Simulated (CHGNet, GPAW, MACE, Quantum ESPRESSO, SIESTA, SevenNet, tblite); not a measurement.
## Void in BiTe (58 atoms): runs against a plane-wave reference

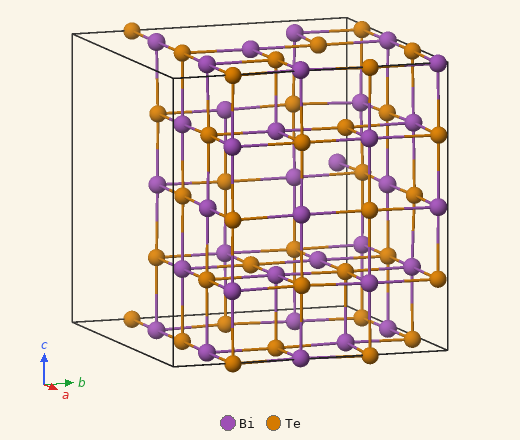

The cell (bismuth purple, tellurium orange). Some periodic images of atoms are drawn too.

The cell holds 58 atoms: 29 Bi and 29 Te. Its edges and angles: a = 12.940 Å, b = 12.940 Å, c = 12.940 Å, α = 90.0°, β = 90.0°, γ = 90.0°. It derives from BiTe (rock-salt), repeated 2×2×2. Rock-salt BiTe (a = 6.47 Å), 2 x 2 x 2 conventional cells, the 3 Bi, 3 Te nearest the centre removed; not relaxed, displaced by a Gaussian of 0.02 Å. Then every atom was moved at random, 0.02 Å r.m.s. a Cartesian component. Nearest the centre at fractional (0.506, 0.532, 0.500): Te54 at 3.27 Å, Te26 at 3.31 Å, Te48 at 3.63 Å, Bi51 at 4.26 Å, Bi31 at 4.38 Å, Bi53 at 4.52 Å, Bi58 at 4.58 Å, Bi29 at 4.64 Å.

Geometry: as built.

The reference, a calculation:

- method: Kohn-Sham DFT, PBE, SSSP efficiency 1.3.0 pseudopotentials, plane waves (Quantum ESPRESSO 7.5); sssp-pbe-1.3.0-efficiency, cutoffs 45/360 Ry, Γ point
- r.m.s. force component: 0.2304 eV/Å
- longest force: 0.9105 eV/Å
- pressure: 0.111 GPa
- time: 5.4 min on 4 MPI ranks of Arm Neoverse V1, shared host
- CPU time: 21 min

Runs, in no order:
A. GPAW PBE, LCAO dzp, h 0.2 Å, other mixer settings: Kohn-Sham DFT, PBE, PAW, atomic orbitals (dzp)
B. QE PBE+D3(BJ), sssp-1.3.0-efficiency, 45/360 Ry: Kohn-Sham DFT, PBE+D3(BJ), SSSP efficiency 1.3.0 pseudopotentials, plane waves
C. CHGNet r2SCAN potential: machine-learned interatomic potential CHGNet r2SCAN, trained on r2SCAN plane-wave data
D. SIESTA PBE, DZP, shift 0.01 Ry, mesh 300 Ry: Kohn-Sham DFT, PBE, PseudoDojo 0.4.1 norm-conserving pseudopotentials (converted to PSML), numerical atomic orbitals (DZP), diagonalisation
E. MACE MP-0b3 medium potential: machine-learned interatomic potential MACE MP-0b3 medium, trained on PBE(+U) plane-wave data

Q: Order them from the smallest to the largest r.m.s. force difference.

B, A, D, E, C.

| run | Δ force, r.m.s. (meV/Å) | share of r.m.s. force (%) | CPU time |
| --- | --- | --- | --- |
| B. QE PBE+D3(BJ), sssp-1.3.0-efficiency, 45/360 Ry | 18.3 | 7.96 | 20 min |
| A. GPAW PBE, LCAO dzp, h 0.2 Å, other mixer settings | 27.1 | 11.8 | 2.6 min |
| D. SIESTA PBE, DZP, shift 0.01 Ry, mesh 300 Ry | 58.3 | 25.3 | 5.5 min |
| E. MACE MP-0b3 medium potential | 147 | 63.7 | 7.7 s |
| C. CHGNet r2SCAN potential | 219 | 94.9 | 3.6 s |

The electron count is odd in these runs, and they have no spin polarisation, so the unpaired electron is spread evenly over both spins. Machine-learned potentials mimic data converged in k, so the reference's own k-point error enters their differences. The runs have no spin polarisation, so any moments at edges, vacancies or dangling bonds can't form. The electronic-structure runs sample only Γ, in a cell whose shortest periodic width is 13 Å, which is coarse for a cell with partly filled levels.

[Hosts, paths, dates, database ids (printed as entryN), source tags and the programs' standing remarks are cut or masked in the printed files.]
